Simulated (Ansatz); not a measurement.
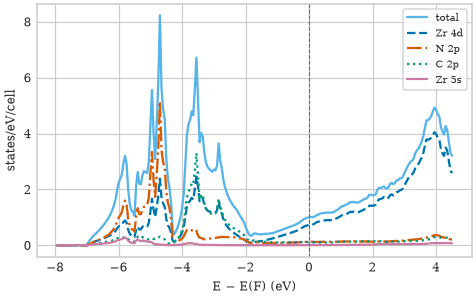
Figure: Total and projected density of states of Zr$_{2}$CN in space group R-3m (No. 166; Zr on 6c, C on 3a, N on 3b), r²SCAN (plane waves, PAW; program Ansatz)

### Question
Which orbitals carry the states next to the Fermi level?

### Answer
Within 0.5 eV of the Fermi level: Zr 4d 73 %, N 2p 12 %, C 2p 11 %. Projections are on Löwdin-orthogonalised atomic valence shells; empty p or d shells of many metals are not among them.

### Question
Where is the tallest occupied peak in this window, and what makes it?

### Answer
Near -4.7 eV, about 8.2 states/eV per cell; the largest projected share is N 2p.

The first step of the workflow began from a Materials Project structure, measured or hypothetical; the Crystallography Open Database copy checked does not list it. Its standing as an ambient phase is unchecked. The cell was relaxed with r²SCAN under the symmetry of its start; its stability against distortions is not shown here. No spin polarisation was allowed. With an odd number of electrons in the cell and no spin polarisation, the count alone makes it a metal. Spin–orbit coupling is left out wherever it is not named.

Potentials: the earlier of the program's two PAW sets.
